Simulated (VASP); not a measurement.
Band structure of BeCd3Se4 (ordered alloy cell). Method: PBEsol GGA, VASP's PBE PAW potentials (set 64) (plane waves; VASP).

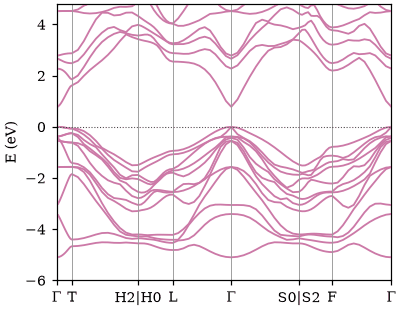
Figure: Bands along high-symmetry lines, zero at the valence-band maximum or, without a gap, the Fermi level

Question: Read the plot: is there a gap, and where are the band edges?

Answer: The gap is direct, 0.78 eV, from the valence maximum at Γ to the conduction minimum at Γ. (Edges off the drawn lines would not show.)

The structure was generated: BeCd3Se4 was put into an ordered model structure (R3m), which need not be its known phase. It was relaxed first.
